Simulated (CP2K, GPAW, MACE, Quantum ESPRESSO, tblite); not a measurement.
# Predicting plane-wave site energies from CP2K double zeta, PBE: a vacancy of Ti in random cubic perovskite-type alloy of BaTiO3 and PbTiO3 (40 atoms)

The cell holds 40 atoms: 3 Pb, 8 Ti, 24 O and 5 Ba. Its edges and angles: a = 7.978 Å, b = 7.978 Å, c = 7.978 Å, α = 90.0°, β = 90.0°, γ = 90.0°. It derives from BaTiO3 (cubic perovskite-type), repeated 2×2×2. Cubic perovskite-type BaTiO3, 2 x 2 x 2 conventional cells, 3 of 8 Ba sites given to Pb at random (x = 0.375), lattice by Vegard's rule (cell 3.989, 3.989, 3.989, 90, 90, 90); not relaxed, displaced by a Gaussian of 0.02 Å. Then the atoms were relaxed with MACE MP-0b3 medium in the fixed cell.

Calculated with Quantum ESPRESSO 7.5: PBE; plane waves, SSSP efficiency, 60/480 Ry; k-points Γ. The cheaper level is PBE; DZVP-MOLOPT-SR, GTH-PBE potentials, 800 Ry; k-points Γ. Each row is one cell with a vacancy of Ti, relaxed with MACE MP-0b3 medium; both levels solve the same cells, and energies are counted from site Ti32 at each level.

| energy from CP2K double zeta, PBE (eV) | energy from plane waves (eV) | site |
| --- | --- | --- |
| 0.000 | 0 | Ti32 |
| 0.015 | ? | ? |
| 0.043 | 0.01103 | Ti7 |
| 0.169 | 0.1336 | Ti2 |
| 0.433 | 0.3895 | Ti37 |

Task: Fit a straight line to the rows given and interpolate to the withheld row.

Worked fit:

Take u as the energy from CP2K double zeta, PBE and v as that from plane waves.

```
   u (eV)     v (eV)
        0          0
0.0425620  0.0110320
 0.169379   0.133553
 0.433049   0.389506
```

With n = 4: mean u = 0.161247, mean v = 0.133523, Σ(u − ū)² = 0.11403, Σ(u − ū)(v − v̄) = 0.10564. Slope b = 0.10564 / 0.11403 = 0.92647; intercept a = v̄ − b ū = -0.015869.

At the withheld site u = 0.01548, and v = a + b u.

Prediction at 0.015: -0.001530 eV. The run gave -0.004660 eV, so the fit is high by 0.0031 eV (0.79 % of the range of the table).

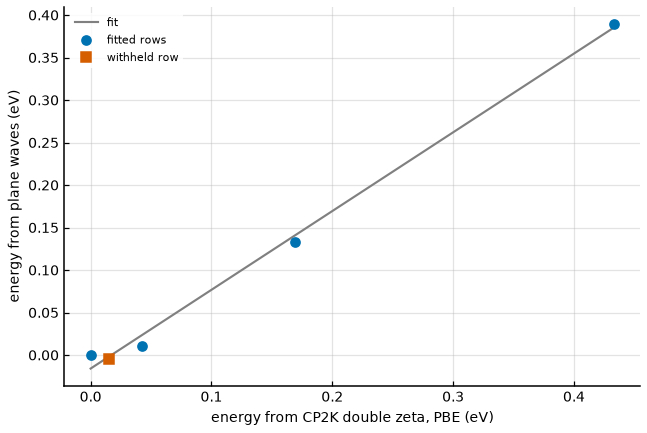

The fit, the rows that it rests on and the withheld row.

The slope of 0.93 says that CP2K double zeta, PBE spreads the sites about as widely as plane waves do. Taken as it stands, without the line, its value misses the withheld site by 0.020 eV. Among the rows given, the largest miss of the fit is at 0.000, by 0.016 eV (4.0 % of the range of the table).

Limits: Few sites, one cell. The geometries are those of MACE MP-0b3 medium, not of DFT.

[Logs are printed without paths, hosts, clocks, repeated set-up lines and the standing remarks that a program may print on its own settings, such as how far it seeks lower states.]

[Hosts, paths, dates, database ids (printed as entryN), source tags and the programs' standing remarks are cut or masked in the printed files.]
